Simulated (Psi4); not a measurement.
# [C2H2F2]+ (SMILES [CH2+][C](F)F): UTPSSh/6-311+G(d,p)

What is the vertical ionisation energy of [C2H2F2]+ at UTPSSh/6-311+G**? 

The calculation is run with Psi4 1.11.

2 further runs of the same task are left out: 2 set aside as unsound or not needed.

### Step 1. The molecule

[C2H2F2]+ has 6 atoms, charge +1, and is taken as a doublet. SMILES: `[CH2+][C](F)F`. Geometry: relaxed at GFN2-xTB. This is one conformer, not always the lowest.

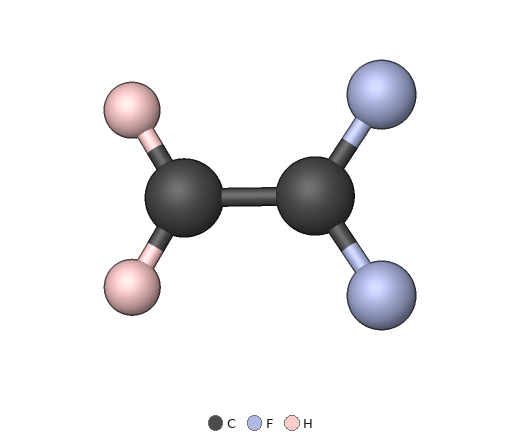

Viewed from a chosen angle; carbon dark grey, fluorine light blue, hydrogen pink.

### Step 2. Energy and forces at UTPSSh/6-311+G(d,p)

job.dat reads:

```
memory 1600 mb

molecule molecule1 {
  1 2
  C     -0.311240     0.627880    -0.251470
  C      0.269710    -0.543000     0.216990
  F     -0.401710    -1.524620     0.680470
  F      1.529160    -0.747770     0.228470
  H      0.308060     1.437100    -0.637380
  H     -1.393960     0.750410    -0.237080
  symmetry c1
  no_reorient
  no_com
}

set {
  basis 6-311+G**
  reference uks
  puream true
  e_convergence 1e-09
  d_convergence 1e-08
  scf_type pk
  dft_radial_points 99
  dft_spherical_points 590
  maxiter 200
}

E, wfn = gradient("tpssh", return_wfn=True)
oeprop(wfn, "MAYER_INDICES", "DIPOLE", "LOWDIN_CHARGES", title="TPSSH")
print_variables()
```

Started as:

```
$ psi4 -i job.dat -o job.out -n 1
```

job.out:

```text
[...]
  Running in c1 symmetry.
[...]
  Nuclear repulsion =  118.497686943311948
[...]
  Multiplicity = 2
[...]
  Nalpha       = 16
  Nbeta        = 15
[...]
    Number of basis functions: 100
[...]
   @UKS iter   1:  -276.68692835467334    9.60867e-02   4.55952e-03 ADIIS/DIIS
[...]
   @UKS iter  12:  -276.78084317340546   -7.10543e-12   6.70767e-09 DIIS
[...]
   @S^2 Observed:                7.528299547E-01
[...]
    Orbital Energies [Eh]
    ---------------------
    Alpha Occupied:
       1A    -24.950052     2A    -24.949943     3A    -10.634404
       4A    -10.472934     5A     -1.594811     6A     -1.528620
       7A     -1.088128     8A     -0.927919     9A     -0.867970
      10A     -0.824381    11A     -0.815358    12A     -0.728935
      13A     -0.724614    14A     -0.709318    15A     -0.686941
      16A     -0.583105
    Alpha Virtual:
      17A     -0.334140    18A     -0.196703    19A     -0.161641
      20A     -0.137560    21A     -0.115895    22A     -0.113348
      23A     -0.106315    24A     -0.072191    25A     -0.064356
[...]
  @UKS Final Energy:  -276.78084317340546
   => Energetics <=
    Nuclear Repulsion Energy =            118.4976869433119475
    One-Electron Energy =                -607.1924272450200988
    Two-Electron Energy =                 241.0051526033449818
    DFT Exchange-Correlation Energy =     -29.0912554750422423
    Empirical Dispersion Energy =           0.0000000000000000
    VV10 Nonlocal Energy =                  0.0000000000000000
    Total Energy =                       -276.7808431734054579
[...]
  -Total Gradient:
     Atom            X                  Y                   Z
    ------   -----------------  -----------------  -----------------
       1        0.010899613298    -0.021545145730     0.008538618140
       2       -0.014927981073     0.030408348778    -0.012190652163
       3       -0.000713678219    -0.009525641407     0.004150451492
       4        0.008054488268    -0.005813868158     0.002027481600
       5       -0.001451173145     0.003384516249    -0.001343649804
       6       -0.001882072836     0.003134136916    -0.001199333077
[...]
 Multipole Moments:
 ------------------------------------------------------------------------------------
     Multipole            Electronic (a.u.)      Nuclear  (a.u.)        Total (a.u.)
 ------------------------------------------------------------------------------------
 L = 1.  Multiply by 2.5417464519 to convert [e a0] to [Debye]
 Dipole X            :        -16.7679372           16.6522099           -0.1157273
 Dipole Y            :         33.7867024          -33.5515582            0.2351441
 Dipole Z            :        -13.5096360           13.4153925           -0.0942434
 Magnitude           :                                                    0.2785092
[...]
```

Wall time 67 s (1 thread of Intel Xeon Platinum 8488C (Sapphire Rapids), shared host); peak memory 0.76 GiB.

### Step 3. Singlet [C2H2F2]2+: the energy at TPSSh/6-311+G(d,p)

input.in reads:

```
memory 1600 MB

molecule molecule1 {
  2 1
  C
  C 1 1.388495
  F 2 1.2764 1 123.43163
  F 2 1.27604 3 113.11067 1 179.98849
  H 1 1.089631 2 120.52734 4 0.00216
  H 1 1.089726 5 119.06983 2 179.93391
  symmetry c1
}

set globals {
  basis                6-311+G**
  puream               true
  e_convergence        1e-09
  d_convergence        1e-08
  scf_type             pk
  dft_radial_points    99
  dft_spherical_points 590
}

e_tot, wfn = energy("tpssh", return_wfn=True)
```

Started as:

```
$ psi4 -i input.in -o input.out -n 1
```

input.out:

```text
[...]
  Running in c1 symmetry.
[...]
  Nuclear repulsion =  118.497660641717800
[...]
  Multiplicity = 1
[...]
  Nalpha       = 15
  Nbeta        = 15
[...]
    Number of basis functions: 100
[...]
   @RKS iter   1:  -276.04212843517138    7.40885e-01   2.58493e-03 ADIIS/DIIS
[...]
   @RKS iter  10:  -276.06968112661599   -6.82121e-13   1.56274e-09 DIIS
[...]
    Orbital Energies [Eh]
    ---------------------
    Doubly Occupied:
       1A    -25.256508     2A    -25.256415     3A    -10.960568
       4A    -10.863927     5A     -1.885275     6A     -1.818062
       7A     -1.417883     8A     -1.214671     9A     -1.156687
      10A     -1.126991    11A     -1.103984    12A     -1.037518
      13A     -1.004401    14A     -1.002867    15A     -0.976714
[...]
  @RKS Final Energy:  -276.06968112661599
   => Energetics <=
    Nuclear Repulsion Energy =            118.4976606417178004
    One-Electron Energy =                -597.3074994310991315
    Two-Electron Energy =                 231.4627002251203294
    DFT Exchange-Correlation Energy =     -28.7225425623550095
    Empirical Dispersion Energy =           0.0000000000000000
    VV10 Nonlocal Energy =                  0.0000000000000000
    Total Energy =                       -276.0696811266159898
[...]
 Multipole Moments:
 ------------------------------------------------------------------------------------
     Multipole            Electronic (a.u.)      Nuclear  (a.u.)        Total (a.u.)
 ------------------------------------------------------------------------------------
 L = 1.  Multiply by 2.5417464519 to convert [e a0] to [Debye]
 Dipole X            :          0.0007918           -0.0008083           -0.0000165
 Dipole Y            :          0.0011722           -0.0006193            0.0005530
 Dipole Z            :          1.8813162           -4.9651245           -3.0838082
 Magnitude           :                                                    3.0838083
[...]
```

It took 39 s on 1 thread of Intel Xeon Platinum 8488C (Sapphire Rapids), shared host; peak memory 0.75 GiB.

### Step 4. Summary of results

Level: UTPSSh/6-311+G**.

```
                                             quantity          value
                      doublet [C2H2F2]+: total energy  -276.78084 Eh
doublet [C2H2F2]+: HOMO energy (highest over α and β)      -15.87 eV
 doublet [C2H2F2]+: LUMO energy (lowest over α and β)      -12.96 eV
                              doublet [C2H2F2]+: ⟨S²⟩          0.753
          doublet [C2H2F2]+: largest force on an atom     1.851 eV/Å
                     singlet [C2H2F2]2+: total energy  -276.06968 Eh
                      singlet [C2H2F2]2+: HOMO energy      -26.58 eV
                      singlet [C2H2F2]2+: LUMO energy      -22.73 eV
                    singlet [C2H2F2]2+: HOMO–LUMO gap        3.85 eV
 vertical ionisation energy (to the singlet dication)      19.352 eV
```

In words: The vertical ionisation energy comes to 19.35 eV (1867 kJ/mol). The largest force (doublet [C2H2F2]+) is 1.85 eV/Å: the shape isn't a stationary point for this species at this level. Only the singlet of the ionised species was computed; a triplet could lie lower.
